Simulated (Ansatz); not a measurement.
Al₃S₃ (charge +1)

Input file:

```
crystal:
  periodic: [false, false, false]
  atoms:
    - {symbol: Al, position_ang: [-0.317283, -0.651194, -0.016259]}
    - {symbol: Al, position_ang: [2.394901, -0.188124, -0.014393]}
    - {symbol: Al, position_ang: [-1.624893, 1.768972, 0.054149]}
    - {symbol: S, position_ang: [-2.440094, -0.294957, -0.000696]}
    - {symbol: S, position_ang: [1.272094, -2.102338, -0.060131]}
    - {symbol: S, position_ang: [0.715274, 1.467651, 0.037330]}
basis:
  gaussian: {orbitals: def2-TZVP, initial_orbitals: start.molden}
total_charge: 1
hamiltonian: {xc: pbe0, dispersion: d4}
scf: {omitted_lower_state_checks: [starts]}
output: {orbitals: {seedname: orbitals}}
```

Command:

```sh
ansatz run in.yaml --threads 4 --pin off --events-out ev --progress --plain --max-ram 8704MiB
```

Geometry: r2SCAN-D4/def2-SVP.

The calculation used RKS PBE0-D4/def2-TZVP in Ansatz 0.2.0.

**What can the converged electron density and electron localisation function tell about the bonding?**

Al–S (2.15 Å): ρ at the midpoint is about 0.7 e/Å³; the ELF peaks at about 0.85 in the valence shell of S, 1.0 Å from its nucleus, and is about 0.85 at the midpoint.
Al–S (2.22 Å): ρ at the midpoint is about 0.62 e/Å³; the ELF peaks at about 0.85 in the valence shell of S, 0.9 Å from its nucleus, and is about 0.80 at the midpoint.
Al–S (2.36 Å): the density is about 0.52 e/Å³ at the midpoint; the ELF peaks at about 0.85 in the valence shell of S, 0.9 Å from its nucleus, and is about 0.85 at the midpoint.

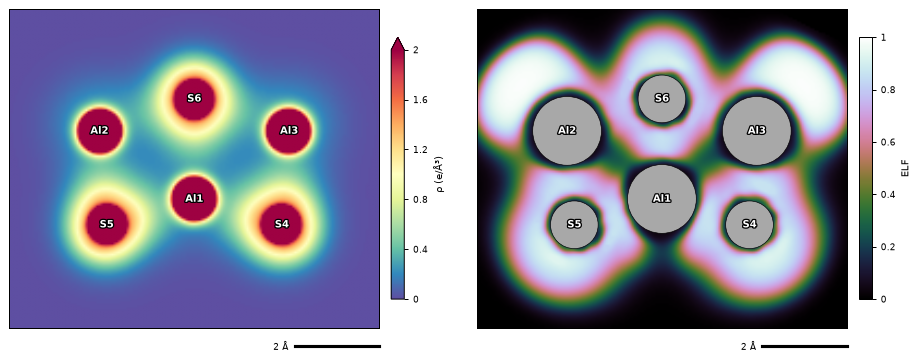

Computed electron density and electron localisation function on the molecular plane, in this order. Grey discs cover the atomic cores in the ELF map. 
